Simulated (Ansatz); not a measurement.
# A thicker film of BaTiO3 (001), TiO2 faces from four thinner ones

In a field along its normal an insulating film takes a dipole p. Written as a length, p/(ε₀AE), it should grow by 1 − 1/ε for each ångström added.

**Method.** Ansatz 0.2.0, plane waves with PAW datasets (its set soft_2), PBEsol; perovskite films relaxed at a bulk in-plane lattice constant near the measured one, then held in weak fields of both signs with a dipole correction (A is the cell's area, E the outer field).

| run | distance between the outer atoms (Å) | p/(ε₀AE) (Å) |
| --- | --- | --- |
| 2 units | 7.857 | 8.578 |
| 3 units | 11.808 | 11.931 |
| 4 units | 15.759 | 15.295 |
| 5 units | 19.708 | 18.661 |
| 6 units | 23.659 | ? |

**Question.** What value belongs in the row marked “?”, and how far can the other rows tell?

A least-squares line through the 4 rows shown has slope 0.8509 and intercept 1.8883; no row lies more than 0.005 Å off it. That slope means ε = 1/(1 − 0.8509) = 6.71. At 23.659 it gives 0.8509 × 23.659 + 1.8883 = 22.020 Å, beyond the rows fitted. Rounding and scatter of the rows alone allow about ±0.008 Å there.

The run itself gives 22.029 Å: a miss of +0.009 Å, or 0.0 % of the value. The length is met to within 1 %, though ε is more sensitive than the length: the two thickest films give ε = 6.78.

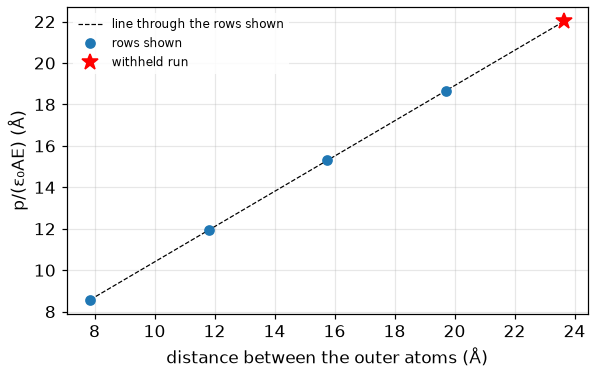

The fit and the withheld run.

**Limits.** This is the electronic response alone. A unit is one step of the cut along the normal (a plane, a pair of planes or a cell), and the layers relax along it, away from their bulk spacing where the functional's lattice constant differs from the one held.
